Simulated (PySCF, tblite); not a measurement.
# C₃H₆O, a complex of two parts: NMR shifts, interaction energy, spin-spin couplings and core binding energies, part 2 of 3

tblite 0.8.0 and PySCF 2.14.0. Atoms count from 0, parts from 1. The steps go on from the part before.

### 5 Counterpoise and decomposition: wB97M-D3(BJ)/def2-TZVPD

Job settings and geometry (Å):

```
{"job": {"kind": "inter", "xc": "wB97M-D3(BJ)", "basis": "def2-TZVPD", "pairs": false}, "charge": 0, "multiplicity": 1, "parts": [{"atoms": "0-3", "charge": 0, "multiplicity": 1}, {"atoms": "4-9", "charge": 0, "multiplicity": 1}]}
C      0.646817     0.385340     0.116408
C     -0.402433     0.013329    -0.355625
H      1.577004     0.713905     0.542405
H     -1.337874    -0.318903    -0.768062
C      2.557173     0.748969    -3.063006
O      1.360190     0.029680    -3.174747
H      2.400770     1.768147    -2.665641
H      2.984759     0.841694    -4.070107
H      3.300208     0.234715    -2.426275
H      0.946191    -0.016060    -2.305753
```

Method: wB97M-D3(BJ)/def2-TZVPD interaction energy, counterpoise and uncorrected, gas phase.

Standard output:

```text
part 1, own basis, geometry of the cluster
coarse grid: 15304 points
cycle   1  E = -77.3670169326  dE =  8.984e-02  |g| = 2.297e-01  |ddm| = 4.037e+00
cycle   2  E = -77.3787082056  dE = -1.169e-02  |g| = 1.092e-01  |ddm| = 9.286e-01
cycle   3  E = -77.3815680247  dE = -2.860e-03  |g| = 1.653e-02  |ddm| = 1.562e-01
cycle   4  E = -77.3816515182  dE = -8.349e-05  |g| = 2.275e-03  |ddm| = 3.008e-01
cycle   5  E = -77.3816538633  dE = -2.345e-06  |g| = 2.947e-04  |ddm| = 1.944e-02
final grid: 33160 points
cycle   6  E = -77.3816719063  dE = -4.158e-08  |g| = 2.484e-04  |ddm| = 5.794e-03
cycle   7  E = -77.3816718994  dE =  6.897e-09  |g| = 3.197e-04  |ddm| = 1.678e-03
cycle   8  E = -77.3816719234  dE = -2.398e-08  |g| = 1.583e-05  |ddm| = 3.224e-04
cycle   9  E = -77.3816719236  dE = -1.960e-10  |g| = 3.483e-06  |ddm| = 4.138e-04
converged SCF energy = -77.3816719236

part 2, own basis, geometry of the cluster
coarse grid: 20248 points
cycle   1  E = -115.7314312641  dE =  7.422e-02  |g| = 5.625e-01  |ddm| = 1.532e+00
cycle   2  E = -115.7264273362  dE =  5.004e-03  |g| = 6.273e-01  |ddm| = 6.683e-01
cycle   3  E = -115.7899448072  dE = -6.352e-02  |g| = 2.871e-02  |ddm| = 2.821e-01
cycle   4  E = -115.7901039665  dE = -1.592e-04  |g| = 6.721e-03  |ddm| = 3.251e-02
cycle   5  E = -115.7901166204  dE = -1.265e-05  |g| = 1.521e-03  |ddm| = 1.020e-02
cycle   6  E = -115.7901172418  dE = -6.214e-07  |g| = 5.736e-04  |ddm| = 2.219e-03
final grid: 43904 points
cycle   7  E = -115.7900950160  dE = -7.458e-08  |g| = 4.653e-04  |ddm| = 3.116e-03
cycle   8  E = -115.7900950392  dE = -2.318e-08  |g| = 3.460e-04  |ddm| = 6.847e-04
cycle   9  E = -115.7900950653  dE = -2.607e-08  |g| = 1.483e-05  |ddm| = 2.044e-04
cycle  10  E = -115.7900950653  dE = -9.533e-11  |g| = 1.304e-05  |ddm| = 5.517e-05
converged SCF energy = -115.7900950653

part 1, own basis, relaxed alone
coarse grid: 15304 points
cycle   1  E = -77.3670544092  dE =  9.289e-02  |g| = 2.304e-01  |ddm| = 4.131e+00
cycle   2  E = -77.3787797533  dE = -1.173e-02  |g| = 1.098e-01  |ddm| = 9.643e-01
cycle   3  E = -77.3816665533  dE = -2.887e-03  |g| = 1.648e-02  |ddm| = 1.637e-01
cycle   4  E = -77.3817496657  dE = -8.311e-05  |g| = 2.266e-03  |ddm| = 3.067e-01
cycle   5  E = -77.3817520036  dE = -2.338e-06  |g| = 2.362e-04  |ddm| = 1.963e-02
final grid: 33160 points
cycle   6  E = -77.3817667972  dE = -4.889e-08  |g| = 7.641e-05  |ddm| = 1.325e-02
cycle   7  E = -77.3817668011  dE = -3.899e-09  |g| = 2.312e-05  |ddm| = 2.914e-03
cycle   8  E = -77.3817668015  dE = -3.847e-10  |g| = 1.201e-05  |ddm| = 6.470e-04
converged SCF energy = -77.3817668015

part 2, own basis, relaxed alone
coarse grid: 20248 points
cycle   1  E = -115.7313906695  dE =  7.127e-02  |g| = 5.636e-01  |ddm| = 1.531e+00
cycle   2  E = -115.7261925908  dE =  5.198e-03  |g| = 6.290e-01  |ddm| = 6.639e-01
cycle   3  E = -115.7900669635  dE = -6.387e-02  |g| = 2.853e-02  |ddm| = 2.811e-01
cycle   4  E = -115.7902251989  dE = -1.582e-04  |g| = 6.698e-03  |ddm| = 3.251e-02
cycle   5  E = -115.7902378138  dE = -1.261e-05  |g| = 1.490e-03  |ddm| = 1.016e-02
cycle   6  E = -115.7902384197  dE = -6.059e-07  |g| = 5.702e-04  |ddm| = 2.213e-03
final grid: 43904 points
cycle   7  E = -115.7902255316  dE = -7.277e-08  |g| = 4.667e-04  |ddm| = 2.227e-03
cycle   8  E = -115.7902255547  dE = -2.313e-08  |g| = 3.484e-04  |ddm| = 5.561e-04
cycle   9  E = -115.7902255810  dE = -2.630e-08  |g| = 1.585e-05  |ddm| = 2.058e-04
cycle  10  E = -115.7902255811  dE = -9.004e-11  |g| = 1.344e-05  |ddm| = 4.381e-05
converged SCF energy = -115.7902255811

cluster
final grid: 77064 points
cycle   1  E = -193.1744091856  dE = -2.755e-03  |g| = 1.895e-02  |ddm| = 1.100e+00
cycle   2  E = -193.1745840076  dE = -1.748e-04  |g| = 9.988e-03  |ddm| = 1.878e-01
cycle   3  E = -193.1746062904  dE = -2.228e-05  |g| = 5.538e-03  |ddm| = 3.246e-02
cycle   4  E = -193.1746143422  dE = -8.052e-06  |g| = 1.008e-03  |ddm| = 1.900e-02
cycle   5  E = -193.1746148405  dE = -4.983e-07  |g| = 2.096e-04  |ddm| = 5.154e-03
cycle   6  E = -193.1746148664  dE = -2.588e-08  |g| = 9.725e-05  |ddm| = 1.264e-03
cycle   7  E = -193.1746148703  dE = -3.906e-09  |g| = 2.521e-05  |ddm| = 3.818e-04
cycle   8  E = -193.1746148705  dE = -2.693e-10  |g| = 1.470e-05  |ddm| = 8.252e-05
converged SCF energy = -193.1746148705

part 1 in the basis of the cluster
final grid: 77064 points
cycle   1  E = -77.3817499616  dE = -7.745e-05  |g| = 1.903e-03  |ddm| = 3.338e-01
cycle   2  E = -77.3817538226  dE = -3.861e-06  |g| = 4.580e-04  |ddm| = 4.830e-02
cycle   3  E = -77.3817540869  dE = -2.644e-07  |g| = 1.075e-04  |ddm| = 1.219e-02
cycle   4  E = -77.3817540907  dE = -3.706e-09  |g| = 1.993e-05  |ddm| = 1.037e-03
cycle   5  E = -77.3817540910  dE = -3.213e-10  |g| = 4.706e-06  |ddm| = 3.789e-04
converged SCF energy = -77.3817540910

part 2 in the basis of the cluster
final grid: 77064 points
cycle   1  E = -115.7901407455  dE = -4.792e-05  |g| = 1.125e-03  |ddm| = 5.540e-01
cycle   2  E = -115.7901414569  dE = -7.114e-07  |g| = 1.731e-04  |ddm| = 6.616e-02
cycle   3  E = -115.7901414813  dE = -2.445e-08  |g| = 2.422e-05  |ddm| = 1.011e-02
cycle   4  E = -115.7901414816  dE = -2.660e-10  |g| = 1.977e-05  |ddm| = 3.342e-04
converged SCF energy = -115.7901414816

Interaction energy (kcal/mol)
  counterpoise       -2.939
  uncorrected        -3.021
  dispersion part    -1.233
  deformation         0.139
  binding            -2.800

Decomposition of the uncorrected value (kcal/mol)
  electrostatic      -3.902
  Pauli               3.971
  orbital            -1.858
  dispersion         -1.233

Charge of each part in the cluster: 0.013 -0.013
```

Run time: 51 s. Hardware: 1 thread of Arm Neoverse V1, shared host; peak memory 0.64 GiB.

Contacts at this geometry (a selection, picked against the atoms' radii; other short pairs can be missing):

```csv
atoms,distance (Å),kind (by distance and angle),angle (°)
C1···H9,2.37,inside the van der Waals sum,–
```

The decomposition goes in steps from the parts' own densities: electrostatics between them unchanged, then the rise on making their orbitals orthogonal (called Pauli here; it holds the exchange-correlation between the parts too, so it can be small or negative at long range), then orbital relaxation, then the dispersion term. Charges of the parts share the cluster's density out in proportion to the parts' own densities.

The SCF energies in the log hold no dispersion term; the tabulated energies do.

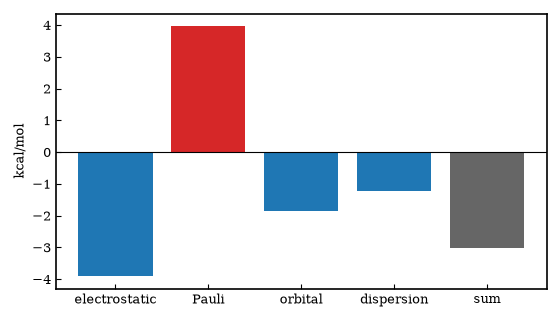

The terms of the uncorrected interaction energy.

The parts:

| part | SMILES | deformation (kcal/mol) | HOMO alone (eV) | charge in the cluster (e) |
| --- | --- | --- | --- | --- |
| 1 | C#C | 0.06 | -10.79 | 0.013 |
| 2 | CO | 0.08 | -10.52 | -0.013 |

### 6 Counterpoise and decomposition: PBE0-D3(BJ)/def2-TZVPD

Job settings and geometry (Å):

```
{"job": {"kind": "inter", "xc": "PBE0", "basis": "def2-TZVPD", "disp": "d3bj"}, "charge": 0, "multiplicity": 1, "parts": [{"atoms": "0-3", "charge": 0, "multiplicity": 1}, {"atoms": "4-9", "charge": 0, "multiplicity": 1}]}
C      0.646817     0.385340     0.116408
C     -0.402433     0.013329    -0.355625
H      1.577004     0.713905     0.542405
H     -1.337874    -0.318903    -0.768062
C      2.557173     0.748969    -3.063006
O      1.360190     0.029680    -3.174747
H      2.400770     1.768147    -2.665641
H      2.984759     0.841694    -4.070107
H      3.300208     0.234715    -2.426275
H      0.946191    -0.016060    -2.305753
```

With the program's defaults for keys left out, this is: PBE0-D3(BJ)/def2-TZVPD interaction energy, counterpoise and uncorrected, gas phase.

Standard output:

```text
part 1, own basis, geometry of the cluster
coarse grid: 3416 points
cycle   1  E = -77.2344538822  dE =  9.585e-02  |g| = 3.129e-01  |ddm| = 2.036e+00
cycle   2  E = -77.2385131342  dE = -4.059e-03  |g| = 2.804e-01  |ddm| = 7.775e-01
cycle   3  E = -77.2595853477  dE = -2.107e-02  |g| = 1.423e-02  |ddm| = 3.228e-01
cycle   4  E = -77.2596370693  dE = -5.172e-05  |g| = 1.815e-03  |ddm| = 1.119e-01
cycle   5  E = -77.2596375107  dE = -4.414e-07  |g| = 9.740e-04  |ddm| = 2.953e-03
final grid: 33160 points
cycle   6  E = -77.2560567659  dE = -1.310e-05  |g| = 3.849e-03  |ddm| = 1.526e-01
cycle   7  E = -77.2560522787  dE =  4.487e-06  |g| = 5.682e-03  |ddm| = 9.348e-03
cycle   8  E = -77.2560599002  dE = -7.621e-06  |g| = 1.615e-03  |ddm| = 5.363e-03
cycle   9  E = -77.2560605627  dE = -6.625e-07  |g| = 1.333e-04  |ddm| = 1.912e-03
cycle  10  E = -77.2560605670  dE = -4.335e-09  |g| = 8.402e-06  |ddm| = 4.009e-04
cycle  11  E = -77.2560605670  dE = -1.296e-11  |g| = 5.725e-07  |ddm| = 4.850e-05
converged SCF energy = -77.2560605670

part 2, own basis, geometry of the cluster
coarse grid: 4656 points
cycle   1  E = -115.5791922629  dE =  6.454e-02  |g| = 5.850e-01  |ddm| = 1.557e+00
cycle   2  E = -115.4917678138  dE =  8.742e-02  |g| = 9.122e-01  |ddm| = 8.472e-01
cycle   3  E = -115.6415791870  dE = -1.498e-01  |g| = 4.523e-02  |ddm| = 4.789e-01
cycle   4  E = -115.6419042256  dE = -3.250e-04  |g| = 1.783e-02  |ddm| = 3.322e-02
cycle   5  E = -115.6419720040  dE = -6.778e-05  |g| = 4.991e-03  |ddm| = 1.206e-02
cycle   6  E = -115.6419773405  dE = -5.337e-06  |g| = 3.285e-04  |ddm| = 3.601e-03
final grid: 43904 points
cycle   7  E = -115.6392557558  dE = -2.340e-05  |g| = 7.208e-03  |ddm| = 6.654e-02
cycle   8  E = -115.6392480497  dE =  7.706e-06  |g| = 9.764e-03  |ddm| = 8.020e-03
cycle   9  E = -115.6392652147  dE = -1.717e-05  |g| = 8.656e-04  |ddm| = 4.515e-03
cycle  10  E = -115.6392653569  dE = -1.422e-07  |g| = 1.427e-04  |ddm| = 5.558e-04
cycle  11  E = -115.6392653613  dE = -4.423e-09  |g| = 1.662e-05  |ddm| = 1.007e-04
cycle  12  E = -115.6392653614  dE = -4.914e-11  |g| = 2.323e-06  |ddm| = 1.795e-05
converged SCF energy = -115.6392653614

part 1, own basis, relaxed alone
coarse grid: 3416 points
cycle   1  E = -77.2344726205  dE =  9.833e-02  |g| = 3.138e-01  |ddm| = 2.068e+00
cycle   2  E = -77.2385520990  dE = -4.079e-03  |g| = 2.813e-01  |ddm| = 7.900e-01
cycle   3  E = -77.2597346442  dE = -2.118e-02  |g| = 1.420e-02  |ddm| = 3.299e-01
cycle   4  E = -77.2597861802  dE = -5.154e-05  |g| = 1.741e-03  |ddm| = 1.141e-01
cycle   5  E = -77.2597867924  dE = -6.122e-07  |g| = 7.431e-05  |ddm| = 2.874e-03
final grid: 33160 points
cycle   6  E = -77.2561390895  dE = -1.415e-05  |g| = 3.159e-03  |ddm| = 8.639e-02
cycle   7  E = -77.2561396303  dE = -5.407e-07  |g| = 2.760e-03  |ddm| = 8.131e-03
cycle   8  E = -77.2561416562  dE = -2.026e-06  |g| = 1.323e-04  |ddm| = 5.615e-03
cycle   9  E = -77.2561416594  dE = -3.146e-09  |g| = 4.613e-05  |ddm| = 7.862e-04
cycle  10  E = -77.2561416596  dE = -1.704e-10  |g| = 3.786e-05  |ddm| = 7.023e-05
cycle  11  E = -77.2561416599  dE = -3.614e-10  |g| = 6.185e-07  |ddm| = 4.225e-05
converged SCF energy = -77.2561416599

part 2, own basis, relaxed alone
coarse grid: 4656 points
cycle   1  E = -115.5793426062  dE =  6.211e-02  |g| = 5.865e-01  |ddm| = 1.556e+00
cycle   2  E = -115.4914845917  dE =  8.786e-02  |g| = 9.143e-01  |ddm| = 8.432e-01
cycle   3  E = -115.6419094797  dE = -1.504e-01  |g| = 4.542e-02  |ddm| = 4.753e-01
cycle   4  E = -115.6422372936  dE = -3.278e-04  |g| = 1.801e-02  |ddm| = 3.326e-02
cycle   5  E = -115.6423066362  dE = -6.934e-05  |g| = 4.968e-03  |ddm| = 1.211e-02
cycle   6  E = -115.6423119212  dE = -5.285e-06  |g| = 3.240e-04  |ddm| = 3.591e-03
final grid: 43904 points
cycle   7  E = -115.6393361279  dE = -2.477e-05  |g| = 6.942e-03  |ddm| = 6.716e-02
cycle   8  E = -115.6393291906  dE =  6.937e-06  |g| = 9.327e-03  |ddm| = 7.732e-03
cycle   9  E = -115.6393450012  dE = -1.581e-05  |g| = 8.530e-04  |ddm| = 4.314e-03
cycle  10  E = -115.6393451381  dE = -1.369e-07  |g| = 1.473e-04  |ddm| = 5.496e-04
cycle  11  E = -115.6393451428  dE = -4.630e-09  |g| = 1.568e-05  |ddm| = 9.564e-05
cycle  12  E = -115.6393451428  dE = -4.337e-11  |g| = 2.235e-06  |ddm| = 1.520e-05
converged SCF energy = -115.6393451428

cluster
final grid: 77064 points
cycle   1  E = -192.8988255817  dE = -3.209e-03  |g| = 1.980e-02  |ddm| = 9.215e-01
cycle   2  E = -192.8988959102  dE = -7.033e-05  |g| = 1.550e-02  |ddm| = 9.744e-02
cycle   3  E = -192.8989391261  dE = -4.322e-05  |g| = 5.767e-03  |ddm| = 1.842e-02
cycle   4  E = -192.8989448694  dE = -5.743e-06  |g| = 1.059e-03  |ddm| = 4.625e-03
cycle   5  E = -192.8989448859  dE = -1.651e-08  |g| = 1.078e-03  |ddm| = 3.509e-03
cycle   6  E = -192.8989451713  dE = -2.854e-07  |g| = 1.514e-04  |ddm| = 1.035e-03
cycle   7  E = -192.8989451767  dE = -5.438e-09  |g| = 2.526e-05  |ddm| = 2.281e-04
cycle   8  E = -192.8989451769  dE = -1.431e-10  |g| = 8.043e-06  |ddm| = 7.700e-05
converged SCF energy = -192.8989451769

part 1 in the basis of the cluster
final grid: 77064 points
cycle   1  E = -77.2561235049  dE = -6.243e-05  |g| = 6.678e-04  |ddm| = 3.355e-01
cycle   2  E = -77.2561238695  dE = -3.646e-07  |g| = 2.742e-04  |ddm| = 1.551e-02
cycle   3  E = -77.2561238869  dE = -1.734e-08  |g| = 1.472e-04  |ddm| = 1.432e-03
cycle   4  E = -77.2561238928  dE = -5.898e-09  |g| = 7.468e-06  |ddm| = 2.963e-04
cycle   5  E = -77.2561238928  dE =  6.025e-12  |g| = 9.099e-06  |ddm| = 1.350e-05
converged SCF energy = -77.2561238928

part 2 in the basis of the cluster
final grid: 77064 points
cycle   1  E = -115.6393087931  dE = -4.484e-05  |g| = 3.431e-04  |ddm| = 4.687e-01
cycle   2  E = -115.6393088420  dE = -4.893e-08  |g| = 3.584e-05  |ddm| = 1.721e-02
cycle   3  E = -115.6393088422  dE = -1.990e-10  |g| = 2.722e-05  |ddm| = 8.294e-04
converged SCF energy = -115.6393088422

Interaction energy (kcal/mol)
  counterpoise       -3.142
  uncorrected        -3.209
  dispersion part    -0.938
  deformation         0.101
  binding            -3.041

Decomposition of the uncorrected value (kcal/mol)
  electrostatic      -3.780
  Pauli               3.597
  orbital            -2.089
  dispersion         -0.938

Charge of each part in the cluster: 0.015 -0.015
```

It took 21 s on 1 thread of Arm Neoverse V1, shared host; peak memory 0.61 GiB.

In short: -3.14 kcal/mol with counterpoise, basis-set superposition error 0.07.

[end of part 2 of 3]
